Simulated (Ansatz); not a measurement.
# C2H7AlBFSi: basis-set convergence

How large a basis does C2H7AlBFSi need? Two functionals are run in growing sets.

Method: one geometry, several basis sets; program: Ansatz 0.2.0, Gaussian basis.

The runs, in order: PBE0-D4/def2-SVP; ωB97M-V/def2-SVP; PBE0-D4/def2-QZVPP; ωB97M-V/def2-QZVPP; the functionals' def2-TZVPP values are taken from earlier runs.

## Step 1: The geometry

The geometry comes from an earlier relaxation with PBE0-D4 in a triple-zeta def2 set; it is a stationary point, not always the lowest conformer.

13 atoms, charge 0, spin multiplicity 1.

Atoms are counted from 1 here; the program's logs count them from 0.

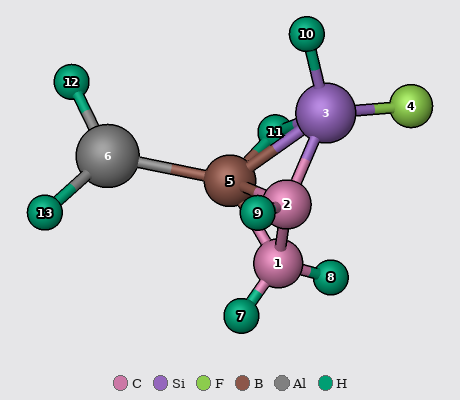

The structure; carbon pink, silicon purple, fluorine green, boron brown, aluminium grey, hydrogen teal; atoms are numbered from 1 in the order of the file.

## Step 2: PBE0-D4 in def2-SVP

The input, in.yaml:

```yaml
crystal:
  periodic: [false, false, false]
  atoms:
    - {symbol: C, position_ang: [-0.155532, -1.488415, 0.448142]}
    - {symbol: C, position_ang: [1.074420, -0.717667, 0.152075]}
    - {symbol: Si, position_ang: [0.970503, -0.021552, -1.462279]}
    - {symbol: F, position_ang: [0.805392, -0.895616, -2.781373]}
    - {symbol: B, position_ang: [-0.436856, 0.045918, 0.068685]}
    - {symbol: Al, position_ang: [-1.200437, 1.628645, 1.173187]}
    - {symbol: H, position_ang: [-0.307771, -1.752503, 1.489862]}
    - {symbol: H, position_ang: [-0.453341, -2.277885, -0.233267]}
    - {symbol: H, position_ang: [1.776736, -0.427896, 0.922201]}
    - {symbol: H, position_ang: [1.621360, 1.241659, -1.837433]}
    - {symbol: H, position_ang: [-0.706789, 0.120318, -1.212323]}
    - {symbol: H, position_ang: [-1.967301, 2.871583, 0.529728]}
    - {symbol: H, position_ang: [-0.999984, 1.638909, 2.757492]}
basis:
  gaussian: {orbitals: def2-SVP}
hamiltonian: {xc: pbe0, dispersion: d4}
output: {orbitals: {seedname: orbitals}}
```

The run is started by

```console
$ ansatz run in.yaml --threads 4 --pin off --events-out ev --progress --plain --max-ram 10444MiB
```

The program printed:

```text
Functional definition: PBE0
  name "PBE0"
  cite "Adamo & Barone, J. Chem. Phys. 110, 6158 (1999) doi:10.1063/1.478522"
  cite "Perdew, Burke & Ernzerhof, Phys. Rev. Lett. 77, 3865 (1996) doi:10.1103/PhysRevLett.77.3865"
  parent pbe
  parameter a = 0.25
  parameter kappa = 0.804
  parameter beta = 0.06672455060314922
  exchange = (1 - a)*pbe_x(kappa = kappa, mu = beta*pi^2/3) + a*exact_x
  correlation = pbe_c(beta = beta)
1446 factors; their error is unknown
mean field evaluation 1: about -20025.5234 eV, gradient 5.8e1 eV
mean field evaluation 2: about -20012.0285 eV, gradient 8.9e1 eV
mean field evaluation 4: about -20033.9156 eV, gradient 5.4e0 eV
mean field evaluation 8: about -20033.9665 eV, gradient 6.0e-2 eV
mean field evaluation 16: about -20034.1143 eV, gradient 6.8e-5 eV
mean field -20034.11426227 eV, -736.2401195281 hartree, gradient 6.8e-5 eV, S^2 0.000000; 0 other end points of the search recorded, 0 dependent functions left out
reference -20034.11429669 eV, -736.2401207931 hartree; 30, 30 occupied and 97, 97 virtual orbitals, 1446 factors
Total energy: -20034.38480393 eV, -736.2500617506 hartree
```

It took 1.5 s on 4 threads of Arm Neoverse V2, shared host; peak memory 0.33 GiB.

## Step 3: ωB97M-V in def2-SVP

Changes to in.yaml since step 2:

```diff
@@ -18,3 +18,3 @@
   gaussian: {orbitals: def2-SVP}
-hamiltonian: {xc: pbe0, dispersion: d4}
+hamiltonian: {xc: {name: wB97M-V}}
 output: {orbitals: {seedname: orbitals}}
```

The command is unchanged.

The program printed, shortened:

```text
Functional definition: wB97M-V
  name "wB97M-V"
  cite "Mardirossian & Head-Gordon, J. Chem. Phys. 144, 214110 (2016) doi:10.1063/1.4952647"
  cite "Becke, J. Chem. Phys. 107, 8554 (1997) doi:10.1063/1.475007"
  cite "Vydrov & Van Voorhis, J. Chem. Phys. 133, 244103 (2010) doi:10.1063/1.3521275"
  # Of w^i u^j: cxij and so on, Table III.
[...]
  gx(w, u) = 1 - cx + cx01*u + cx10*w
  gss(w, u) = css00 + css04*u^4 + css10*w + css20*w^2 + css43*w^4*u^3
  gos(w, u) = cos00 + cos10*w + (cos20 + cos21*u)*w^2 + (cos60 + cos61*u)*w^6
[...]
      + integral(e_c_pw_mod_opposite_spin*gos(b97_w_opposite, b97_u_opposite)) + vv10(b, c)
1427 factors; their error is unknown
405 factors; integrals over basis functions are off by at most 1.0e-5 eV
[...]
mean field -20043.24394298 eV, -736.5756291059 hartree, gradient 8.6e-5 eV, S^2 0.000000; 0 other end points of the search recorded, 0 dependent functions left out
reference -20043.24399788 eV, -736.5756311234 hartree; 30, 30 occupied and 97, 97 virtual orbitals, 1427 factors
Total energy: -20043.24399788 eV, -736.5756311234 hartree
```

Run time: 6 s. Hardware: 4 threads of Arm Neoverse V2, shared host; peak memory 0.46 GiB.

## Step 4: PBE0-D4 in def2-QZVPP

Changes to in.yaml since step 3:

```diff
@@ -17,4 +17,4 @@
 basis:
-  gaussian: {orbitals: def2-SVP}
-hamiltonian: {xc: {name: wB97M-V}}
+  gaussian: {orbitals: "def2-QZVPP.json"}
+hamiltonian: {xc: pbe0, dispersion: d4}
 output: {orbitals: {seedname: orbitals}}
```

Same command.

The program printed:

```text
Functional definition: PBE0
  name "PBE0"
  cite "Adamo & Barone, J. Chem. Phys. 110, 6158 (1999) doi:10.1063/1.478522"
  cite "Perdew, Burke & Ernzerhof, Phys. Rev. Lett. 77, 3865 (1996) doi:10.1103/PhysRevLett.77.3865"
  parent pbe
  parameter a = 0.25
  parameter kappa = 0.804
  parameter beta = 0.06672455060314922
  exchange = (1 - a)*pbe_x(kappa = kappa, mu = beta*pi^2/3) + a*exact_x
  correlation = pbe_c(beta = beta)
1950 factors; their error is unknown
mean field evaluation 1: about -20033.6151 eV, gradient 7.4e1 eV
mean field evaluation 2: about -20001.6651 eV, gradient 1.3e2 eV
mean field evaluation 4: about -20046.3783 eV, gradient 1.0e1 eV
mean field evaluation 8: about -20046.5472 eV, gradient 2.2e-1 eV
mean field evaluation 16: about -20046.5593 eV, gradient 3.2e-4 eV
mean field -20046.55932571 eV, -736.6974671739 hartree, gradient 5.4e-5 eV, S^2 0.000000; 0 other end points of the search recorded, 0 dependent functions left out
reference -20046.55937780 eV, -736.6974690881 hartree; 30, 30 occupied and 548, 548 virtual orbitals, 1950 factors
Total energy: -20046.82988503 eV, -736.7074100456 hartree
```

Wall time 14 s (4 threads of Arm Neoverse V2, shared host); peak memory 2.5 GiB.

## Step 5: ωB97M-V in def2-QZVPP

Changes to in.yaml since step 4:

```diff
@@ -18,3 +18,3 @@
   gaussian: {orbitals: "def2-QZVPP.json"}
-hamiltonian: {xc: pbe0, dispersion: d4}
+hamiltonian: {xc: {name: wB97M-V}}
 output: {orbitals: {seedname: orbitals}}
```

Same command.

The program printed, shortened:

```text
Functional definition: wB97M-V
  name "wB97M-V"
  cite "Mardirossian & Head-Gordon, J. Chem. Phys. 144, 214110 (2016) doi:10.1063/1.4952647"
  cite "Becke, J. Chem. Phys. 107, 8554 (1997) doi:10.1063/1.475007"
  cite "Vydrov & Van Voorhis, J. Chem. Phys. 133, 244103 (2010) doi:10.1063/1.3521275"
  # Of w^i u^j: cxij and so on, Table III.
[...]
  gx(w, u) = 1 - cx + cx01*u + cx10*w
  gss(w, u) = css00 + css04*u^4 + css10*w + css20*w^2 + css43*w^4*u^3
  gos(w, u) = cos00 + cos10*w + (cos20 + cos21*u)*w^2 + (cos60 + cos61*u)*w^6
[...]
      + integral(e_c_pw_mod_opposite_spin*gos(b97_w_opposite, b97_u_opposite)) + vv10(b, c)
1887 factors; their error is unknown
505 factors; integrals over basis functions are off by at most 1.3e-5 eV
[...]
mean field -20055.87289433 eV, -737.0397345076 hartree, gradient 2.1e-5 eV, S^2 0.000000; 0 other end points of the search recorded, 0 dependent functions left out
reference -20055.87297870 eV, -737.0397376084 hartree; 30, 30 occupied and 548, 548 virtual orbitals, 1887 factors
Total energy: -20055.87297870 eV, -737.0397376084 hartree
```

Run time: 29 s. Hardware: 4 threads of Arm Neoverse V2, shared host; peak memory 3.1 GiB.

## Step 6: Density functionals: the series

The def2-TZVPP values come from earlier runs at the same geometry.

```tsv
functional	basis	functions	energy (eV)	from the largest (eV)	HOMO (eV)	LUMO (eV)
PBE0-D4	def2-SVP	127	-20034.3848	12.445	-7.11	-1.34
PBE0-D4	def2-TZVPP	306	-20046.0445	0.785	-7.13	-1.40
PBE0-D4	def2-QZVPP	578	-20046.8299	0.000	-7.14	-1.44
ωB97M-V	def2-SVP	127	-20043.2440	12.629	-9.14	0.32
ωB97M-V	def2-TZVPP	306	-20055.1346	0.738	-9.19	0.18
ωB97M-V	def2-QZVPP	578	-20055.8730	0.000	-9.20	-0.01
```

## Step 7: Outcome

```
                                       quantity           value
PBE0-D4: double and triple zeta above quadruple  12.45, 0.79 eV
ωB97M-V: double and triple zeta above quadruple  12.63, 0.74 eV
```

What this shows: PBE0-D4 gains 11.66 eV from double to triple zeta, then 0.79 eV more. These are total energies; as a rule much of such shifts cancels in differences, which this series doesn't test.

For PBE0-D4 the largest set took about 9 times as long as the smallest (14 s against 1.5 s).
